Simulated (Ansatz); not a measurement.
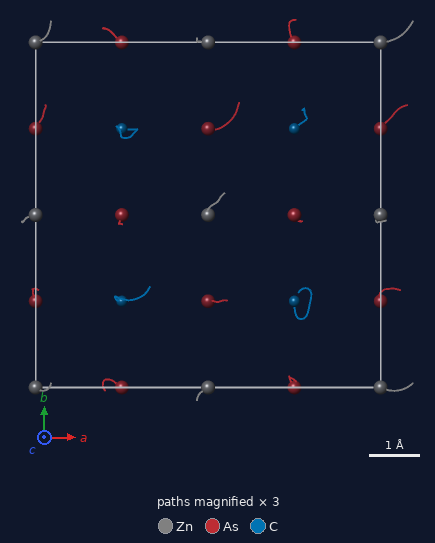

First-principles dynamics of a 16-atom cell of ZnAs₂C, 60 fs long. Lines trace each atom's path, in the colour of its element; spheres stand at the starting positions. The excursions are magnified 3 times. Seen along the c axis in the simulation cell.

Theory: DFT, PBE, plane waves, PAW (Ansatz). Run with plane-wave cutoff 420 eV; k-point mesh 2 × 2 × 2; Fermi-Dirac smearing 0.039 eV; Langevin thermostat and barostat (NPT); set temperature 450 K; time step 3 fs.

**What do the traces tell about the motion?**

Root-mean-square distances from the starting positions over the second half, with the common drift of all atoms taken out: As 0.12 Å, C 0.11 Å, Zn 0.11 Å. The run lasts only 60 fs, too short to tell vibration from diffusion. Over the second half the temperature averages 299 K (spread ±11 K). That is still far from the set 450 K: the thermostat hasn't settled it within this run. The potential energy is still drifting at the end, so the run hasn't reached equilibrium. The potential energy in the second half lies on average 31.2 meV per atom above the first frame. The mean pressure there is 0.6 GPa. The volume ends +5.0 % from the start.

Limits of the set-up: the k-point mesh is coarse for a cell with partly filled bands.

The run took 86 s on 4 threads of Arm Neoverse V2, with other jobs on the host, peak memory 1.2 GiB.
